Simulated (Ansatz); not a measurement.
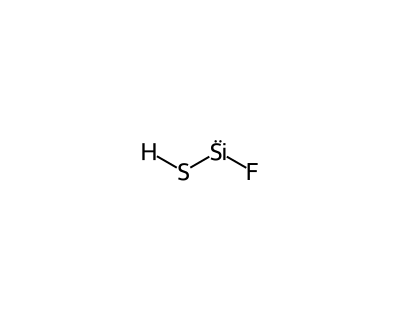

The computed structure is the end point of a PBE0-D4/def2-TZVP optimisation. No frequency run is at hand to confirm it as a minimum. Properties computed with RHF-CCSD(T), frozen core/def2-TZVPP (Ansatz 0.2.0).

Computed properties:

The species is FHSSi (`F[Si]S`).
- T1 diagnostic: 0.015
